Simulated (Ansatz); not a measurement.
A series of calculations on Si2H8S

Part 1: Relaxation

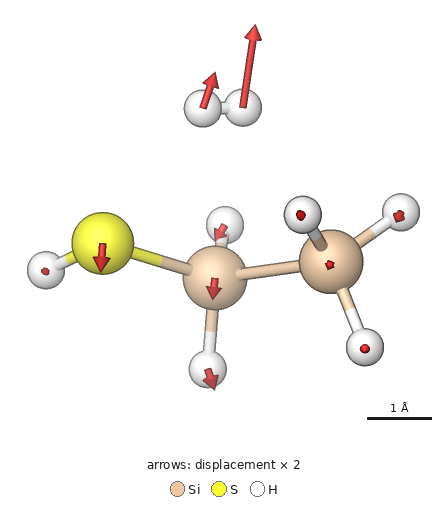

A relaxation of Si2H8S. The starting structure is drawn; red arrows show the displacements, 2 times their true length. The two geometries are superimposed by the best rigid fit.

Style: ball-and-stick. Shown at a tilt.

The run prepares an end point of a later path (reaction) calculation, from a guessed geometry.

Theory: RKS r2SCAN-D4/def2-SVP in Ansatz 0.2.0. Set-up: no spin polarisation; force threshold 0.03 eV/Å; at most 50 steps.

### Atoms of which element are displaced furthest, and by how much?

Hydrogen: up to 0.67 Å, against 0.24 Å for sulfur.

### What happened in the run?

The atom that moves furthest after the best rigid fit is an H atom (0.67 Å). By element the largest moves are H 0.67 Å, S 0.24 Å, Si 0.18 Å. Some distances before and after: H–H 0.703 → 0.760 Å. The energy falls by 0.178 eV in 5 geometry steps. The largest force component goes from 1.9 to 0.02 eV/Å. Cost: 13 s on 2 threads of Intel(R) Xeon(R) Platinum 8488C (Sapphire Rapids) (shared host), peak memory 0.16 GiB.

Limits of the set-up: the start holds two separate molecules, 2.5 Å apart at their closest, whose relative position is a soft coordinate.

Part 2: Relaxation

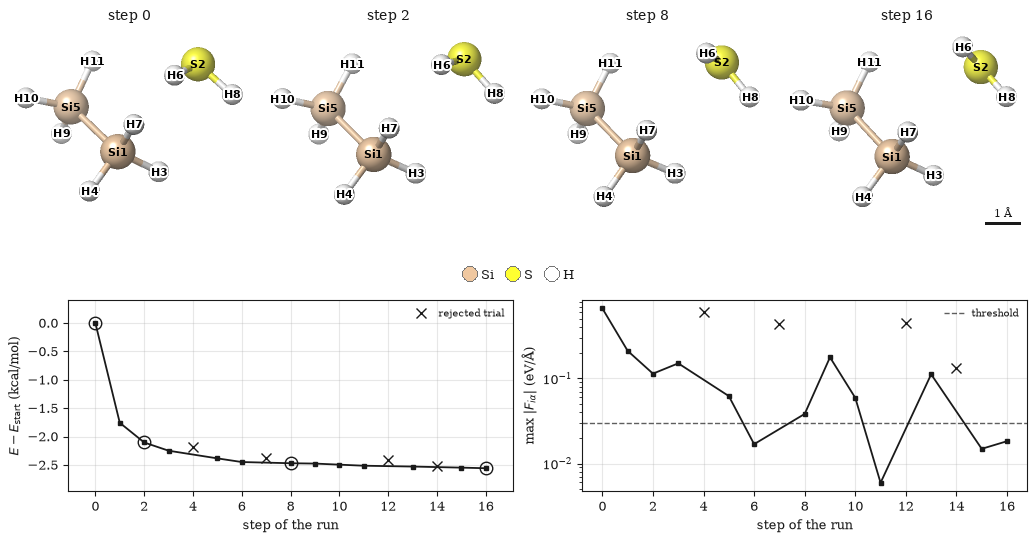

Frames of a relaxation of Si2H8S, marked on the history of the run. Style: ball-and-stick. Shown at a tilt.

The run prepares an end point of a later path (reaction) calculation, from a guessed geometry.

The calculation used RKS r2SCAN-D4/def2-SVP (Ansatz). (no spin polarisation; force threshold 0.03 eV/Å; at most 50 steps)

What happens along the run?

Answer. After 12 accepted moves (16 points after the start) the energy has fallen by 2.56 kcal/mol. Largest force component: 0.66 eV/Å at the start, 0.018 eV/Å at the end. The line search rejected the trial steps at points 4, 7, 12, 14 of the run. The forces were under the threshold at step 6, but the run went on from there. The largest move after the best rigid fit is that of H6, 0.90 Å. Largest moves by element: H 0.90 Å, S 0.26 Å, Si 0.16 Å. Some distances before and after: Si1–H7 1.450 → 1.495 Å, S2–H6 1.356 → 1.351 Å. The run took 32 s on 2 threads of Intel(R) Xeon(R) Platinum 8488C (Sapphire Rapids), with other jobs on the host, peak memory 0.17 GiB. From step 0 to 2: H6 moves most (0.38 Å), energy −2.10 kcal/mol. From step 2 to 8: H6 moves most (0.37 Å), energy −0.37 kcal/mol. From step 8 to 16: H6 moves most (0.30 Å), energy −0.09 kcal/mol.

```
step  E − E(0), kcal/mol  largest force component, eV/Å      note
   0                0.00                         0.6645          
   1               -1.76                         0.2110          
   2               -2.10                         0.1139          
   3               -2.25                         0.1506          
   4               -2.19                         0.6069  rejected
   5               -2.39                         0.0621          
   6               -2.45                         0.0169          
   7               -2.39                         0.4413  rejected
   8               -2.47                         0.0383          
   9               -2.48                         0.1772          
  10               -2.50                         0.0592          
  11               -2.51                         0.0059          
  12               -2.41                         0.4484  rejected
  13               -2.53                         0.1119          
  14               -2.52                         0.1332  rejected
  15               -2.55                         0.0149          
  16               -2.56                         0.0183
```

Part 3: Path

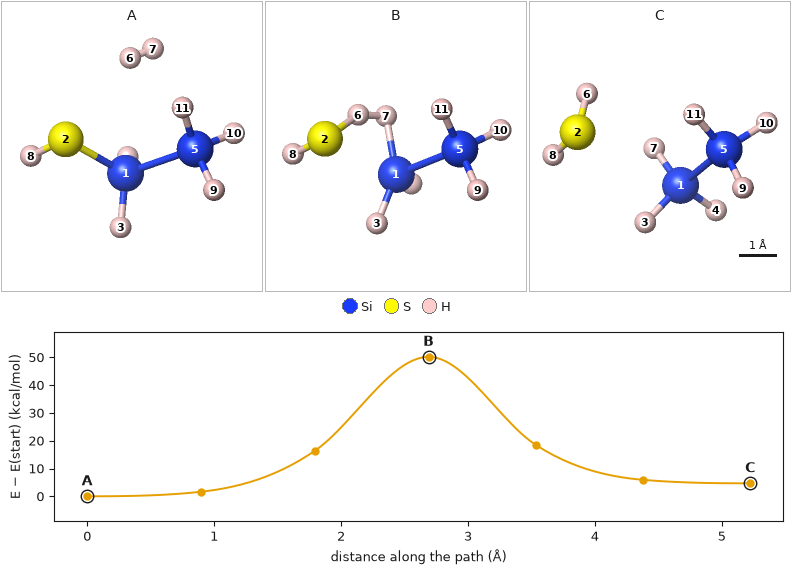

NEB run on Si2H8S, made up at the start of Si₂H₆S and H2. Images are numbered from 0 (start) to 6 (end). Frames A to C are images 0, 3, 6. A ball-and-stick model, seen at a tilt.

Method: RKS r2SCAN-D4/def2-SVP (Ansatz). Set-up: 5 movable images; climbing image; force threshold 0.03 eV/Å; iteration limit 60; starting path through a guess of the saddle point.

**What happens along the path, and what is the barrier?**

Breaking: H6–H7 (0.76 → 1.02 at the top → 3.05 Å), Si1–S2 (2.16 → 2.56 at the top → 3.70 Å). Forming: S2–H6 (3.16 → 1.65 at the top → 1.35 Å), Si1–H7 (3.58 → 1.73 at the top → 1.50 Å). Forward barrier 50.2 kcal/mol, backward barrier 45.5 kcal/mol, with image 3 at the top; the reaction energy is +4.7 kcal/mol. The band converged in 13 iterations, with a climbing image at the top. At the top, the vibrational analysis gives one imaginary mode (1202i cm⁻¹), as a transition state must have.

Limits of the set-up: the start holds two separate molecules, 2.9 Å apart at their closest, whose relative position is a soft coordinate.
